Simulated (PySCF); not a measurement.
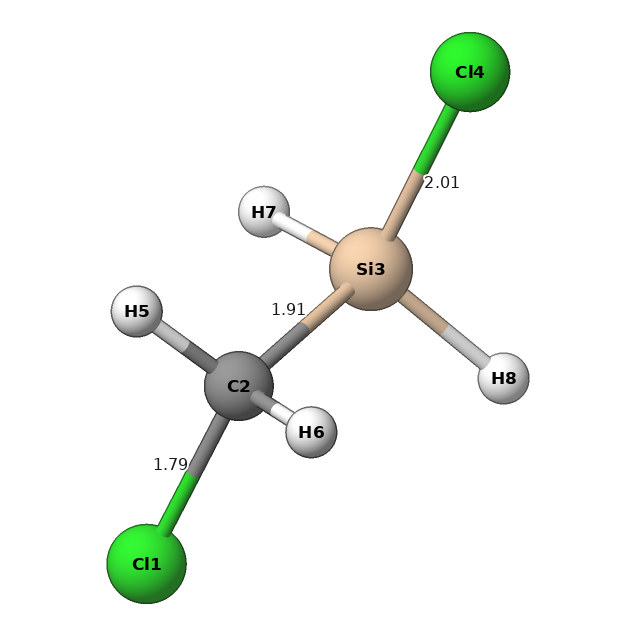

Bond lengths are marked in Å; every bond is drawn as one stick. The computed structure is the end point of a GFN2-xTB optimisation. No frequency run is at hand to confirm it as a minimum.

> Which of the marked bonds are single, double, triple or aromatic?

Cl1–C2 single; C2–Si3 single; Si3–Cl4 single.

> Write the SMILES.

ClC[SiH2]Cl
